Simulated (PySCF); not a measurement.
**RuO₃: relaxation and vibrations of the singlet**

Where does singlet RuO₃ go from a T-shaped start, is the end point a minimum, and what are its modes, charges and moments?

Method: PBE0, basis Ru def2-TZVP with ECP28, O def2-TZVP, scalar-relativistic core potentials, no spin–orbit coupling, density fitting; program: PySCF 2.14.0.

**1. Starting geometry**

4 atoms, charge 0, spin multiplicity 1.

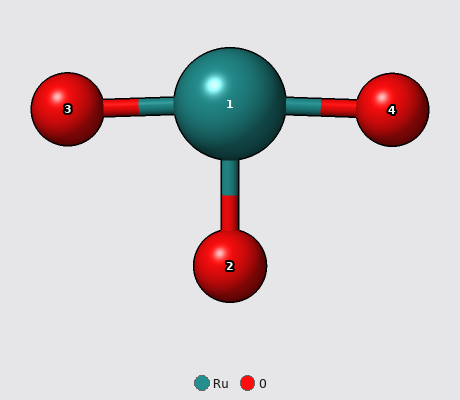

As it starts; ruthenium teal, oxygen red; atoms are numbered from 1 in the order of the file.

```xyz
4
charge 0 multiplicity 1
Ru    0.0000    0.0000    0.0000
O     0.0000    0.0000    1.7100
O     1.7090    0.0000    0.0597
O    -1.7090    0.0000    0.0597
```

**2. First SCF at the start**

The steps below are one call of a driver around PySCF. For each, scf.py gives the equivalent set-up of the SCF; relaxations use the driver's own optimiser. After this first run the driver tries any further starts and a stability analysis.

scf.py

```python
from pyscf import gto, scf, dft
mol = gto.M(atom='''
Ru     0.000000     0.000000     0.000000
O      0.000000     0.000000     1.710000
O      1.709000     0.000000     0.059700
O     -1.709000     0.000000     0.059700''',
    basis={'Ru': 'def2-TZVP', 'O': 'def2-TZVP'},
    ecp={'Ru': 'def2-TZVP'},
    charge=0, spin=0)
mf = dft.RKS(mol, xc='PBE0')
mf.grids.atom_grid = (50, 194)
aux = {'Ru': 'def2-universal-JKFIT', 'O': 'def2-universal-JKFIT'}
mf = mf.density_fit(auxbasis=aux)
mf.conv_tol = 1e-08
mf.diis_space = 10
mf.max_cycle = 60
mf.init_guess = 'minao'
mf.verbose = 4
mf.kernel()
```

Run with:

```console
$ OMP_NUM_THREADS=4 python axn.py task.json out
```

Log:

```text
init E= -312.470701081574
  HOMO = -0.586941624651398  LUMO = -0.582239191151152  gap/eV = 0.12796
cycle= 1 E= -320.073178078553  delta_E= -7.6  |g|= 0.938  |ddm|= 5.16
  HOMO = -0.185545930355676  LUMO = -0.152588796024318  gap/eV = 0.89681
cycle= 2 E= -318.924565705951  delta_E= 1.15  |g|= 2.67  |ddm|=  1.8
  HOMO = -0.24472925464573  LUMO = -0.141888569366898  gap/eV = 2.79844
cycle= 3 E= -320.090741418475  delta_E= -1.17  |g|= 0.924  |ddm|= 1.59
  HOMO = -0.326099794746002  LUMO = -0.21535133696452  gap/eV = 3.01362
cycle= 4 E= -320.23481040005  delta_E= -0.144  |g|= 0.242  |ddm|= 0.663
  HOMO = -0.328544707296391  LUMO = -0.232545320382023  gap/eV = 2.61228
cycle= 5 E= -320.235661255692  delta_E= -0.000851  |g|= 0.233  |ddm|= 0.246
  HOMO = -0.323380461194825  LUMO = -0.21830782318683  gap/eV = 2.85917
cycle= 6 E= -320.246498611371  delta_E= -0.0108  |g|= 0.0188  |ddm|= 0.125
  HOMO = -0.322842979931838  LUMO = -0.217201655257888  gap/eV = 2.87465
cycle= 7 E= -320.246552115662  delta_E= -5.35e-05  |g|= 0.00733  |ddm|= 0.0127
  HOMO = -0.322716773162867  LUMO = -0.216996218799487  gap/eV = 2.87680
cycle= 8 E= -320.246564548203  delta_E= -1.24e-05  |g|= 0.00167  |ddm|= 0.00574
  HOMO = -0.322713313310299  LUMO = -0.217055739575464  gap/eV = 2.87509
cycle= 9 E= -320.246565552232  delta_E= -1e-06  |g|= 0.000165  |ddm|= 0.00246
  HOMO = -0.32272641242292  LUMO = -0.217074399582263  gap/eV = 2.87494
cycle= 10 E= -320.24656558795  delta_E= -3.57e-08  |g|= 4.12e-05  |ddm|= 0.000636
  HOMO = -0.322723284124528  LUMO = -0.217071659059279  gap/eV = 2.87493
cycle= 11 E= -320.246565589267  delta_E= -1.32e-09  |g|= 1.17e-05  |ddm|= 0.000124
  HOMO = -0.322724118860187  LUMO = -0.217073749384227  gap/eV = 2.87489
Extra cycle  E= -320.246565589055  delta_E= 2.12e-10  |g|= 3.6e-05  |ddm|= 2.79e-05
converged SCF energy = -320.246565589055
```

This step, with its further starts and checks, needed 9.1 s of wall time on 4 threads of Arm Neoverse V2, shared host.

The starts that the driver tried:

| start | energy (Eh) |
| --- | --- |
| the minimal-basis guess | -320.246566 |
| a thermally smeared density | -320.246566 |
| a smeared PBE density | -320.246566 |

The test of internal stability and the other starts found no lower closed-shell solution.

**3. T-shaped start, singlet: relaxation**

The program finds C2v symmetry in the start, which this walk keeps. The walk stops when the largest gradient is under 0.0003 Eh/bohr and the energy has settled too.

Changes to scf.py since step 2:

```diff
@@ -3,4 +3,4 @@
-Ru     0.000000     0.000000     0.000000
-O      0.000000     0.000000     1.710000
-O      1.709000     0.000000     0.059700
-O     -1.709000     0.000000     0.059700''',
+Ru     0.000000     0.000000    -0.195218
+O      0.000000     0.000000     1.514782
+O      1.709000     0.000000    -0.135518
+O     -1.709000     0.000000    -0.135518''',
@@ -17 +16,0 @@
-mf.init_guess = 'minao'
```

Steps of the walk:

```
step  energy (Eh)  change (kJ/mol)  largest symmetric gradient (Eh/bohr)
   0  -320.246566             0.00                               0.09051
   1  -320.285673          -102.68                               0.10539
   2  -320.321193          -195.93                               0.04936
   3  -320.351973          -276.75                               0.08631
   4  -320.364639          -310.00                               0.02191
   5  -320.366185          -314.06                               0.00949
   6  -320.366367          -314.54                               0.00420
   7  -320.366471          -314.81                               0.00024
   8  -320.366472          -314.81                               0.00002
```

The walk took 16 s.

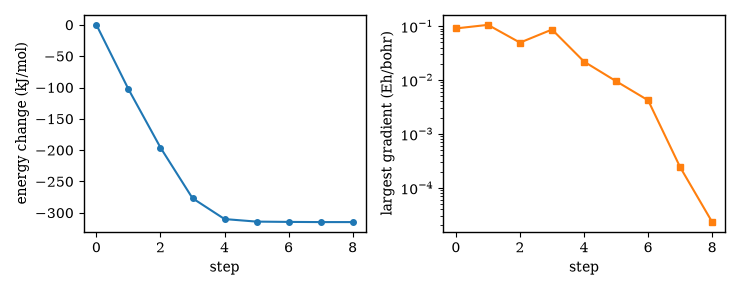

Energy and largest gradient along the walk.

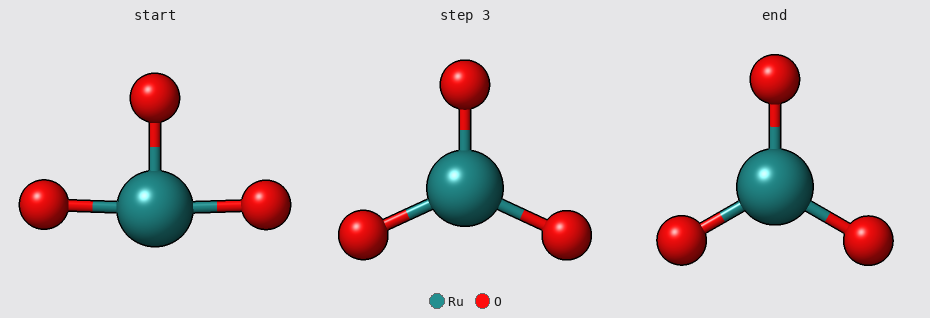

The geometry along the walk, at one scale.

After 8 steps and 314.8 kJ/mol it ends at D3h: Ru–O 1.660 Å (×3); O–Ru–O 120.0° (×3).

**4. Frequencies**

The point is checked on the finer grid, and tightened if its gradient asks for it. The Hessian and the dipole derivatives come from central differences of analytic gradients, with steps of 0.02 bohr.

Changes to scf.py since step 3:

```diff
@@ -3,4 +3,4 @@
-Ru     0.000000     0.000000    -0.195218
-O      0.000000     0.000000     1.514782
-O      1.709000     0.000000    -0.135518
-O     -1.709000     0.000000    -0.135518''',
+Ru    -0.000000     0.000000    -0.000000
+O      0.000000     0.000000     1.660073
+O      1.437665     0.000000    -0.830036
+O     -1.437665     0.000000    -0.830036''',
@@ -11 +11 @@
-mf.grids.atom_grid = (50, 194)
+mf.grids.atom_grid = (75, 302)
@@ -14 +14 @@
-mf.conv_tol = 1e-08
+mf.conv_tol = 1e-10
```

This SCF starts from the last density.

SCF at the final geometry:

```text
init E= -320.366459147631
  HOMO = -0.323259430311001  LUMO = -0.182338050443865  gap/eV = 3.83467
cycle= 1 E= -320.366459147615  delta_E= 1.63e-11  |g|= 9.59e-06  |ddm|= 5.74e-06
  HOMO = -0.323259448418042  LUMO = -0.182338712597068  gap/eV = 3.83465
Extra cycle  E= -320.366459147346  delta_E= 2.69e-10  |g|= 3.85e-05  |ddm|= 2.29e-05
converged SCF energy = -320.366459147346
```

The whole step took 22 s.

Geometry: D3h; Ru–O 1.660 Å (×3); O–Ru–O 120.0° (×3).

Harmonic modes (main isotopes):

```
symmetry  ω (cm⁻¹)  IR (km/mol)  μ (u)     type
    a2''       104          9.5  21.91     bend
      e'       320          3.3  17.83     bend
      e'      1009          317  19.20  stretch
     a1'      1029          0.0  15.99  stretch
```

No imaginary mode, so this is a minimum.

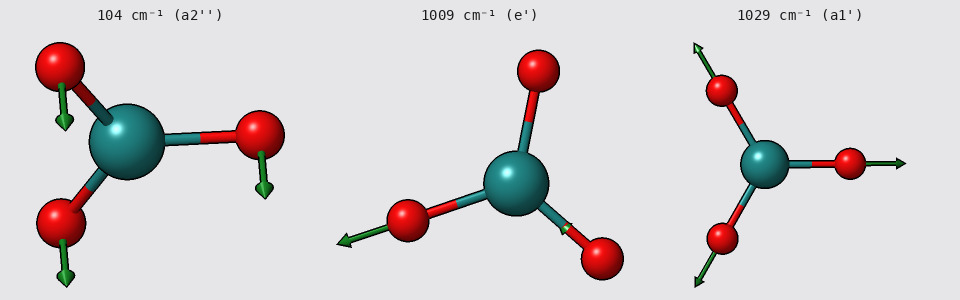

How the atoms move in 3 of the modes.

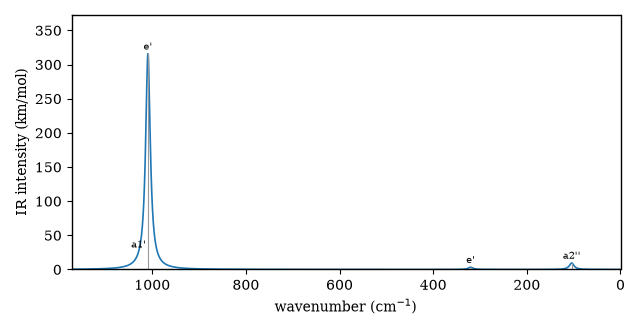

The harmonic infrared spectrum (widths in cm⁻¹). Lines are broadened to a width of 12 cm⁻¹ (Lorentzian).

Properties at this point:

| Quantity | Value |
| --- | --- |
| Dipole moment | 0.00 D |
| Highest occupied level | -8.80 eV |
| Lowest empty level | -4.96 eV |
| Rotational constants | 0.255, 0.255, 0.1275 cm⁻¹ |
| Zero-point energy | 22.7 kJ/mol |
| Principal polarisabilities | 28.7, 46.1, 46.1 bohr³ |
| Atomisation energy without zero-point energy | 1356 kJ/mol |
| Principal traceless quadrupole moments about the centre of mass | -2.31, -2.31, 4.62 D Å |
| Entropy at 298.15 K and 1 bar | 286.3 J/(mol K) |
| Heat capacity Cp at 298.15 K | 59.6 J/(mol K) |
| Enthalpy at 298.15 K above 0 K | 14.17 kJ/mol |
| Rotational symmetry number | 6 |

Charges (e) and bond orders:

| atom | Mulliken | Löwdin | polar tensor | Mayer order to Ru1 |
| --- | --- | --- | --- | --- |
| Ru1 | 1.54 | 0.74 | 1.49 | – |
| O2,3,4 | -0.51 | -0.25 | -0.50 | 1.72 |

Mulliken populations on Ru1 (outside its core potential): s 2.44, p 6.19, d 5.78, f 0.05.

**5. Stability of the closed shell**

At the lowest minimum the closed shell is tested against spin polarisation, on the (50, 194) grid. It is stable.

**6. Outcome**

| quantity | value |
| --- | --- |
| minimum | singlet, D3h |
| geometry | Ru–O 1.660 Å (×3); O–Ru–O 120.0° (×3) |
| wavenumbers (cm⁻¹) | 104 (a2''), 320 (e'), 1009 (e'), 1029 (a1') |
| dipole moment | 0.00 D |
| highest occupied, lowest empty level | -8.80, -4.96 eV |
| polar-tensor charge of Ru1 | +1.49 e |
| zero-point energy | 22.7 kJ/mol |
| entropy at 298.15 K | 286.3 J/(mol K) |
| atomisation energy (no zero-point energy) | 1356 kJ/mol |

From C2v at the start the molecule goes to a D3h minimum. The strongest infrared band lies at 1009 cm⁻¹ (e', stretch). The dipole vanishes although Ru1 carries +1.5 e by the polar tensor: the bond dipoles cancel. Other starts or spin states, not run here, may lie lower.

The search up to here needed 50 s of wall time on 4 threads of Arm Neoverse V2, shared host.
